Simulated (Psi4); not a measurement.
# CH4BO (SMILES [BH]OC): UB3LYP/aug-cc-pVDZ (sweep point 3)

What is the vertical doublet–quartet gap of CH4BO at UB3LYP/aug-cc-pVDZ (sweep point 3)? 

The results are computed with Psi4 1.11.

4 further runs of the same task are left out: 4 set aside as unsound or not needed.

## (1) Starting point

CH4BO has 7 atoms, charge 0, and is taken as a doublet. As SMILES, `[BH]OC`. The shape is that of a PBE0-D4/def2-TZVP optimisation. This is one conformer, not always the lowest.

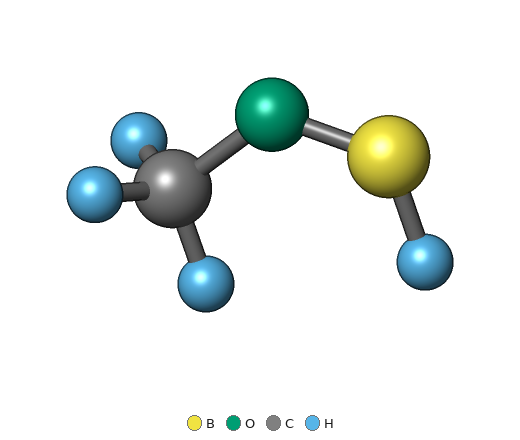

Viewed from a chosen angle; boron yellow, oxygen teal, carbon grey, hydrogen blue.

## (2) The energy at UB3LYP/aug-cc-pVDZ (sweep point 3)

Input file input.dat:

```
memory 1600 MB

molecule {
  0 2
  B     -1.319600    -1.025700    -0.172900
  O     -0.272400    -0.707100     0.564500
  C      0.642200     0.338600     0.243900
  H     -1.628500    -0.474200    -1.201600
  H      0.357800     0.834000    -0.687600
  H      0.643000     1.059300     1.062300
  H      1.638900    -0.092800     0.145600
  symmetry c1
}

set globals {
  basis aug-cc-pVDZ
  reference uks
  puream true
  scf_type pk
  dft_radial_points 99
  dft_spherical_points 590
  d_convergence 0.0001
  e_convergence 0.0001
  maxiter 150
}

e = energy('b3lyp')
print_variables()
```

On the command line:

```
$ psi4 -i input.dat -o output.dat -n 1
```

output.dat:

```text
[...]
  Running in c1 symmetry.
[...]
  Nuclear repulsion =   64.636182110939899
[...]
  Multiplicity = 2
[...]
  Nalpha       = 12
  Nbeta        = 11
[...]
    Number of basis functions: 105
[...]
   @UKS iter   1:  -140.29984569218058   -4.12865e-01   6.86797e-03 DIIS/ADIIS
[...]
   @UKS iter   7:  -140.55258876854188   -4.21822e-06   3.86288e-06 DIIS
[...]
   @S^2 Observed:                7.521178162E-01
[...]
    Orbital Energies [Eh]
    ---------------------
    Alpha Occupied:
       1A    -19.189238     2A    -10.253606     3A     -6.794626
       4A     -1.067407     5A     -0.726166     6A     -0.551949
       7A     -0.487453     8A     -0.479395     9A     -0.424100
      10A     -0.357103    11A     -0.347661    12A     -0.191995
    Alpha Virtual:
      13A     -0.031317    14A     -0.010148    15A      0.017069
      16A      0.022743    17A      0.026061    18A      0.033442
      19A      0.046719    20A      0.056955    21A      0.069084
      22A      0.086432    23A      0.097587    24A      0.101263
      25A      0.114675    26A      0.137458    27A      0.138597
[...]
  @UKS Final Energy:  -140.55258876854188
   => Energetics <=
    Nuclear Repulsion Energy =             64.6361821109398988
    One-Electron Energy =                -317.5141726269563947
    Two-Electron Energy =                 128.1364683490920413
    DFT Exchange-Correlation Energy =     -15.8110666016174211
    Empirical Dispersion Energy =           0.0000000000000000
    VV10 Nonlocal Energy =                  0.0000000000000000
    Total Energy =                       -140.5525887685418809
[...]
 Multipole Moments:
 ------------------------------------------------------------------------------------
     Multipole            Electronic (a.u.)      Nuclear  (a.u.)        Total (a.u.)
 ------------------------------------------------------------------------------------
 L = 1.  Multiply by 2.5417464519 to convert [e a0] to [Debye]
 Dipole X            :         -2.2482516            2.8663415            0.6180900
 Dipole Y            :         -2.6650238            3.3377730            0.6727492
 Dipole Z            :          0.9066978           -1.0806841           -0.1739863
 Magnitude           :                                                    0.9299989
[...]
```

Wall time 26 s (1 thread of Intel Xeon Platinum 8375C at 2.90GHz (Ice Lake), shared host); peak memory 0.68 GiB.

## (3) The quartet, same level

Input file calc.dat:

```
memory 1600 mb

molecule m {
  0 4
  B     -1.319600    -1.025700    -0.172900
  O     -0.272400    -0.707100     0.564500
  C      0.642200     0.338600     0.243900
  H     -1.628500    -0.474200    -1.201600
  H      0.357800     0.834000    -0.687600
  H      0.643000     1.059300     1.062300
  H      1.638900    -0.092800     0.145600
  units angstrom
  symmetry c1
}

set globals {
  reference            uks
  puream               true
  scf_type             pk
  dft_radial_points    99
  dft_spherical_points 590
  d_convergence        0.0001
  e_convergence        0.0001
  maxiter              150
}

result, w = energy('b3lyp/aug-cc-pVDZ', return_wfn=True)
print_variables()
```

On the command line:

```
$ psi4 -i calc.dat -o calc.out -n 1
```

calc.out:

```text
[...]
  Running in c1 symmetry.
[...]
  Nuclear repulsion =   64.636182110939899
[...]
  Multiplicity = 4
[...]
  Nalpha       = 13
  Nbeta        = 10
[...]
    Number of basis functions: 105
[...]
   @UKS iter   1:  -140.08910820571415   -2.02128e-01   5.29961e-03 DIIS/ADIIS
[...]
   @UKS iter   8:  -140.29647162811384   -3.39232e-05   1.05629e-05 DIIS
[...]
   @S^2 Observed:                3.755397119E+00
[...]
    Orbital Energies [Eh]
    ---------------------
    Alpha Occupied:
       1A    -19.332202     2A    -10.325873     3A     -6.743190
       4A     -1.193465     5A     -0.810982     6A     -0.635069
       7A     -0.602167     8A     -0.570519     9A     -0.473294
      10A     -0.454551    11A     -0.380609    12A     -0.173504
      13A     -0.104965
    Alpha Virtual:
      14A     -0.035794    15A     -0.006529    16A      0.002491
      17A      0.012201    18A      0.033590    19A      0.044462
      20A      0.047060    21A      0.056274    22A      0.074088
      23A      0.076206    24A      0.077694    25A      0.101200
[...]
  @UKS Final Energy:  -140.29647162811384
   => Energetics <=
    Nuclear Repulsion Energy =             64.6361821109398988
    One-Electron Energy =                -315.9787517133062238
    Two-Electron Energy =                 126.8036013957866857
    DFT Exchange-Correlation Energy =     -15.7575034215341958
    Empirical Dispersion Energy =           0.0000000000000000
    VV10 Nonlocal Energy =                  0.0000000000000000
    Total Energy =                       -140.2964716281138351
[...]
 Multipole Moments:
 ------------------------------------------------------------------------------------
     Multipole            Electronic (a.u.)      Nuclear  (a.u.)        Total (a.u.)
 ------------------------------------------------------------------------------------
 L = 1.  Multiply by 2.5417464519 to convert [e a0] to [Debye]
 Dipole X            :         -0.7390541            2.8663415            2.1272874
 Dipole Y            :         -1.9790094            3.3377730            1.3587636
 Dipole Z            :          1.6905765           -1.0806841            0.6098924
 Magnitude           :                                                    2.5968364
[...]
```

It took 29 s on 1 thread of Intel Xeon Platinum 8375C at 2.90GHz (Ice Lake), shared host; peak memory 0.68 GiB.

## (4) Summary of results

Level: UB3LYP/aug-cc-pVDZ (sweep point 3).

| quantity | value |
| --- | --- |
| doublet: total energy | -140.55259 Eh |
| doublet: dipole moment | 2.36 D |
| doublet: HOMO energy (highest over α and β) | -5.22 eV |
| doublet: LUMO energy (lowest over α and β) | -1.49 eV |
| doublet: ⟨S²⟩ | 0.752 |
| quartet: total energy | -140.29647 Eh |
| quartet: dipole moment | 6.60 D |
| quartet: HOMO energy (highest over α and β) | -2.86 eV |
| quartet: ⟨S²⟩ | 3.755 |
| vertical energy of the quartet above the doublet | 6.969 eV |

In words: At this shape the quartet lies 6.97 eV (161 kcal/mol) above the doublet.
